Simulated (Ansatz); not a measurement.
**doublet [InSiH5]+: levels of theory compared**

Wanted: a comparison of 6 runs (UHF/STO-3G, UHF/3-21G, UB2PLYP/def2-TZVP, UB3LYP/def2-TZVP, UBLYP/def2-TZVP, UCCSD/def2-TZVP) of doublet [InSiH5]+. 

The calculation is run with Ansatz 0.2.0.

37 further runs of the same task are left out: 37 set aside as unsound or not needed.

### Step 1. The molecule

[InSiH5]+: 7 atoms, total charge +1, spin state doublet. As SMILES of the parent species, `[SiH3][InH2]`. The coordinates come from a PBE0-D4/def2-TZVP relaxation. That shape belongs to the parent species and isn't relaxed for this state.

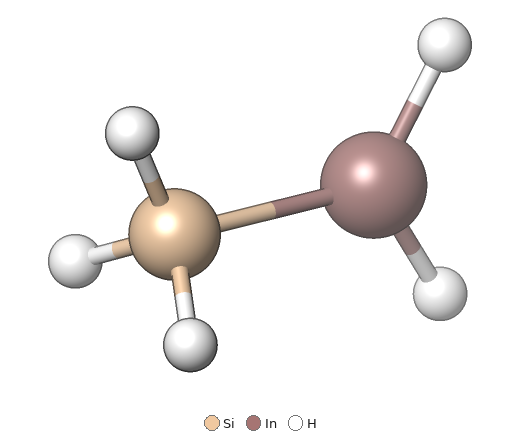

The structure, seen from a chosen angle (silicon light orange, indium brown, hydrogen white).

### Step 2. A single-point energy at UHF/STO-3G (run 1)

Contents of input.yaml:

```yaml
basis:
  gaussian: {orbitals: STO-3G}
crystal:
  periodic: [false, false, false]
  atoms:
    - {symbol: Si, position_ang: [-0.667100, -0.641500, -0.642100]}
    - {symbol: In, position_ang: [0.830800, 0.837600, 0.840500]}
    - {symbol: H, position_ang: [-2.119900, -0.371100, -0.463600]}
    - {symbol: H, position_ang: [-0.432000, -2.083300, -0.345900]}
    - {symbol: H, position_ang: [-0.338000, -0.425500, -2.080000]}
    - {symbol: H, position_ang: [0.179100, 2.062100, 1.872000]}
    - {symbol: H, position_ang: [2.547100, 0.621800, 0.819100]}
total_charge: 1
magnetization: {spin_polarized: true, initial_magnetization: 1}
hamiltonian: {xc: hf}
accuracy: high
output: {orbitals: {seedname: orbitals}}
```

Command:

```console
$ ansatz run input.yaml --threads 1 --pin off --max-ram 3480MiB --events-out events.jsonl --progress --plain --runs-dir runs
```

Standard output:

```text
Warning: RAYON_NUM_THREADS=1 ignored (pool sized by the plan → 1); use --threads N
Functional definition: HF
  name "HF"
  exchange = exact_x
  correlation = 0
761 factors; integrals over basis functions are off by at most 4.1e-9 eV
mean field evaluation 1: about -162481.9941 eV, gradient 7.8e0 eV
mean field evaluation 2: about -162481.9891 eV, gradient 7.8e0 eV
mean field evaluation 4: about -162482.7380 eV, gradient 5.4e-1 eV
mean field evaluation 8: about -162482.7455 eV, gradient 1.1e-2 eV
mean field evaluation 16: about -162482.4574 eV, gradient 1.4e0 eV
mean field evaluation 32: about -162477.0481 eV, gradient 1.5e1 eV
mean field evaluation 64: about -162482.7455 eV, gradient 1.8e-4 eV
mean field -162482.74552329 eV, -5971.1307632202 hartree, gradient 7.8e-8 eV, S^2 0.758326; 1 other end points of the search recorded, 0 dependent functions left out
reference -162482.74552329 eV, -5971.1307632202 hartree; 34, 33 occupied and 7, 8 virtual orbitals, 761 factors
Total energy: -162482.74552329 eV, -5971.1307632202 hartree
```

Run time: 1.4 s. Hardware: 1 thread of Arm Neoverse V2, shared host; peak memory 0.12 GiB.

### Step 3. A single-point energy at UHF/3-21G (run 2)

Contents of job.yaml:

```yaml
basis:
  gaussian:
    orbitals: 3-21G-spherical.json
crystal:
  periodic: [false, false, false]
  atoms:
    - symbol: Si
      position_ang: [-0.667100, -0.641500, -0.642100]
    - symbol: In
      position_ang: [0.830800, 0.837600, 0.840500]
    - symbol: H
      position_ang: [-2.119900, -0.371100, -0.463600]
    - symbol: H
      position_ang: [-0.432000, -2.083300, -0.345900]
    - symbol: H
      position_ang: [-0.338000, -0.425500, -2.080000]
    - symbol: H
      position_ang: [0.179100, 2.062100, 1.872000]
    - symbol: H
      position_ang: [2.547100, 0.621800, 0.819100]
hamiltonian:
  xc: hf
accuracy: high
output: {orbitals: {seedname: orbitals}}
total_charge: 1
magnetization:
  spin_polarized: true
  initial_magnetization: 1
```

The basis set 3-21G is read from a file made from the Basis Set Exchange's data (not shown).

Command:

```console
$ ansatz run job.yaml --threads 1 --pin off --max-ram 3480MiB --events-out events.jsonl --progress --plain --runs-dir runs
```

Standard output:

```text
Warning: RAYON_NUM_THREADS=1 ignored (pool sized by the plan → 1); use --threads N
Functional definition: HF
  name "HF"
  exchange = exact_x
  correlation = 0
1129 factors; integrals over basis functions are off by at most 4.1e-9 eV
mean field evaluation 1: about -163394.2654 eV, gradient 6.9e0 eV
mean field evaluation 2: about -163394.2937 eV, gradient 6.9e0 eV
mean field evaluation 4: about -163394.9642 eV, gradient 4.8e-1 eV
mean field evaluation 8: about -163394.9710 eV, gradient 6.4e-3 eV
mean field evaluation 16: about -163394.7323 eV, gradient 1.3e0 eV
mean field evaluation 32: about -163388.9538 eV, gradient 1.6e1 eV
mean field evaluation 64: about -163394.7911 eV, gradient 2.5e0 eV
mean field -163394.97102311 eV, -6004.6544320100 hartree, gradient 6.1e-8 eV, S^2 0.762753; 2 other end points of the search recorded, 0 dependent functions left out
reference -163394.97102311 eV, -6004.6544320100 hartree; 34, 33 occupied and 20, 21 virtual orbitals, 1129 factors
Total energy: -163394.97102311 eV, -6004.6544320100 hartree
```

Run time: 2.6 s. Hardware: 1 thread of Arm Neoverse V2, shared host; peak memory 0.18 GiB.

Runs 3 to 5 aren't shown in full; the table further down has their settings and results.

### Step 4. A single-point energy at UCCSD/def2-TZVP (core potential) (run 6)

Contents of in.yaml:

```yaml
crystal:
  periodic: [false, false, false]
  atoms:
    - symbol: Si
      position_ang: [-0.667100, -0.641500, -0.642100]
    - symbol: In
      position_ang: [0.830800, 0.837600, 0.840500]
    - symbol: H
      position_ang: [-2.119900, -0.371100, -0.463600]
    - symbol: H
      position_ang: [-0.432000, -2.083300, -0.345900]
    - symbol: H
      position_ang: [-0.338000, -0.425500, -2.080000]
    - symbol: H
      position_ang: [0.179100, 2.062100, 1.872000]
    - symbol: H
      position_ang: [2.547100, 0.621800, 0.819100]
basis:
  gaussian:
    orbitals: def2-TZVP
correlation:
  method: ccsd
  frozen_orbitals: {H: 0, In: 4, Si: 5}
scf:
  omitted_lower_state_checks: [cluster_reference, increment]
total_charge: 1
accuracy: high
magnetization:
  spin_polarized: true
  initial_magnetization: 1
```

Command:

```console
$ ansatz run in.yaml --threads 1 --pin off --max-ram 3480MiB --events-out events.jsonl --progress --plain --runs-dir runs
```

Standard output:

```text
Warning: RAYON_NUM_THREADS=1 ignored (pool sized by the plan → 1); use --threads N
Functional definition: HF
  name "HF"
  exchange = exact_x
  correlation = 0
these checks for a lower state are left out or cut short: cluster_reference, increment
2299 factors; integrals over basis functions are off by at most 3.6e-9 eV
mean field evaluation 1: about -13079.5449 eV, gradient 9.9e0 eV
mean field evaluation 2: about -13079.5543 eV, gradient 9.9e0 eV
mean field evaluation 4: about -13080.7955 eV, gradient 1.6e0 eV
mean field evaluation 8: about -13080.8299 eV, gradient 2.0e-3 eV
mean field evaluation 16: about -13080.7815 eV, gradient 9.2e-1 eV
mean field -13080.82990382 eV, -480.7116324606 hartree, gradient 4.8e-8 eV, S^2 0.766457; 4 other end points of the search recorded, 0 dependent functions left out
9 core orbitals not correlated: weight in the atoms' cores, before any rotation towards them, 1.000 or more for the frozen orbitals, at most 0.000 for the correlated occupied ones
reference -13080.82990382 eV, -480.7116324606 hartree; 11, 10 occupied and 97, 98 virtual orbitals, 2299 factors
second order -10.41913321 eV of doubles, -0.00000000 eV of singles
cycle   1  -10.89430859 eV  change   -4.8e-1 eV  update   1.0e-1
cycle   2  -11.34362677 eV  change   -4.5e-1 eV  update   3.6e-2
cycle   3  -11.41933131 eV  change   -7.6e-2 eV  update   1.8e-2
cycle   4  -11.41278051 eV  change    6.6e-3 eV  update   7.0e-3
cycle   5  -11.41377188 eV  change   -9.9e-4 eV  update   3.1e-3
cycle   6  -11.41434765 eV  change   -5.8e-4 eV  update   1.3e-3
cycle   7  -11.41456641 eV  change   -2.2e-4 eV  update   4.9e-4
cycle   8  -11.41472693 eV  change   -1.6e-4 eV  update   1.9e-4
cycle   9  -11.41469037 eV  change    3.7e-5 eV  update   8.1e-5
cycle  10  -11.41465075 eV  change    4.0e-5 eV  update   4.5e-5
cycle  11  -11.41465920 eV  change   -8.5e-6 eV  update   3.3e-5
cycle  12  -11.41465924 eV  change   -3.2e-8 eV  update   2.6e-5
cycle  13  -11.41467550 eV  change   -1.6e-5 eV  update   1.7e-5
cycle  14  -11.41466698 eV  change    8.5e-6 eV  update   8.8e-6
cycle  15  -11.41466025 eV  change    6.7e-6 eV  update   4.4e-6
cycle  16  -11.41465870 eV  change    1.5e-6 eV  update   2.7e-6
cycle  17  -11.41465866 eV  change    3.9e-8 eV  update   1.5e-6
cycle  18  -11.41465936 eV  change   -6.9e-7 eV  update   7.3e-7
cycle  19  -11.41465928 eV  change    7.4e-8 eV  update   3.1e-7
cycle  20  -11.41465927 eV  change    8.2e-9 eV  update   1.3e-7
cycle  21  -11.41465928 eV  change   -6.6e-9 eV  update   6.5e-8
cycle  22  -11.41465928 eV  change   -2.2e-9 eV  update   3.7e-8
cycle  23  -11.41465918 eV  change    9.8e-8 eV  update   8.4e-8
cycle  24  -11.41465917 eV  change    1.1e-8 eV  update   2.4e-8
cycle  25  -11.41465917 eV  change    6.8e-9 eV  update   8.7e-9
cycle  26  -11.41465917 eV  change   7.7e-10 eV  update   4.3e-9
cycle  27  -11.41465917 eV  change   3.8e-10 eV  update   2.6e-9
Total energy: -13092.24456299 eV, -481.1311134478 hartree
Checks for a lower state left out: cluster_reference, increment
```

It took 1.9 min on 1 thread of Arm Neoverse V2, shared host; peak memory 2.3 GiB.

### Step 5. All runs side by side

| run | level | core potential | frozen core orbitals | energy (Eh) | HOMO energy (eV) | LUMO energy (eV) | ⟨S²⟩ | wall time |
| --- | --- | --- | --- | --- | --- | --- | --- | --- |
| 1 | UHF/STO-3G | none | – | -5971.130763 | -14.27 | -6.25 | 0.758 | 1.4 s |
| 2 | UHF/3-21G | none | – | -6004.654432 | -15.88 | -8.34 | 0.763 | 2.6 s |
| 3 | UB2PLYP/def2-TZVP (core potential) | def2-TZVP | 9 | -481.911262 | -14.38 | -10.12 | 0.760 | 32 s |
| 4 | UB3LYP/def2-TZVP (core potential) | def2-TZVP | – | -482.359349 | -13.37 | -11.55 | 0.754 | 26 s |
| 5 | UBLYP/def2-TZVP (core potential) | def2-TZVP | – | -482.212080 | -12.41 | -11.95 | 0.753 | 19 s |
| 6 | UCCSD/def2-TZVP (core potential) | def2-TZVP | 9 | -481.131113 | – | – | 0.766 | 1.9 min |

### Step 6. What came out

| quantity | value |
| --- | --- |
| run 6: total energy | -481.13111 Eh |
| run 6: correlation energy (9 core orbitals frozen) | -419.5 mEh |
| run 6: ⟨S²⟩ of the reference determinant | 0.766 |
| run 6: T1 diagnostic | 0.020 |

**Reading.** Totals of different functionals can't be ranked against each other. Some runs of one species differ in core potentials or relativity; totals across that change don't compare. In run 1 the basis is minimal, so the values are rough. In runs 1, 2 relativity is left out where basis or elements ask for it. All runs together took 3.2 min, the longest 1.9 min.
